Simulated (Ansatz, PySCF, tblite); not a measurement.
Potential energy curve for GeSe, singlet.

- UMP2 = MP2 on UHF/cc-pVTZ, cores with 3d frozen (Ansatz, a first-principles code)
- UHF/STO-3G = unrestricted Hartree-Fock/STO-3G in PySCF
- UKS-B3LYP = unrestricted B3LYP/cc-pVTZ run with Ansatz
- GFN2-xTB, 300 K electronic temperature (tblite)

Energies are in kJ/mol, each relative to the lowest point of its own curve near equilibrium.

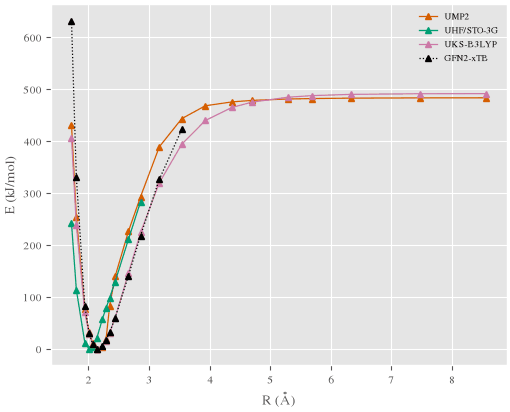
Energy against bond length for each method.

```tsv
R / Å	UMP2	UHF/STO-3G	UKS-B3LYP	GFN2-xTB
1.72	431.7	242.3	406.9	632.5
1.80	254.7	114.3	237.9	330.5
1.94	77.3	12.2	70.3	82.5
2.01	32.6	0.0	28.8	31.4
2.07	10.7	3.9	9.0	9.1
2.14	0.0	21.5	0.0	0.0
2.23	3.7	57.9	4.9	5.8
2.29	18.3	78.6	15.8	16.9
2.35	83.2	98.6	31.1	32.0
2.44	139.6	129.5	59.9	59.8
2.66	226.6	211.1	145.9	141.1
2.86	293.2	283.5	224.5	218.5
3.17	389.4	—	320.1	326.7
3.54	443.6	—	394.3	422.9
3.93	468.4	—	440.1	—
4.37	475.9	—	465.2	—
4.70	478.8	—	475.4	—
5.29	481.4	—	484.8	—
5.69	482.3	—	487.9	—
6.33	483.1	—	490.3	—
7.47	483.6	—	491.6	—
8.56	483.8	—	491.8	—
```

At the longest distance, 8.56 Å, UKS-B3LYP lies highest above its minimum (491.8 kJ/mol) and UMP2 lowest (483.8 kJ/mol).

Dashes: no converged value, or the column stops at the first point that the program doubted or that broke a chosen test of continuity, which isn't proof of a fault.

The unrestricted solution behind UMP2, UKS-B3LYP changes between 2.86 and 3.17 Å, which can leave a kink. The unrestricted determinant behind UMP2 is spin-contaminated at 2.29 to 8.56 Å (<S²> up to 2.0, against 0.00 for a pure singlet). The unrestricted solution behind UHF/STO-3G changes between 2.86 and 3.17 Å and between 4.70 and 5.29 Å, which can leave a kink. The unrestricted determinant behind UHF/STO-3G is spin-contaminated at 2.23 to 4.70 Å (<S²> up to 2.0, against 0.00 for a pure singlet). The unrestricted determinant behind UKS-B3LYP is spin-contaminated at 2.86 to 8.56 Å (<S²> up to 2.0, against 0.00 for a pure singlet).
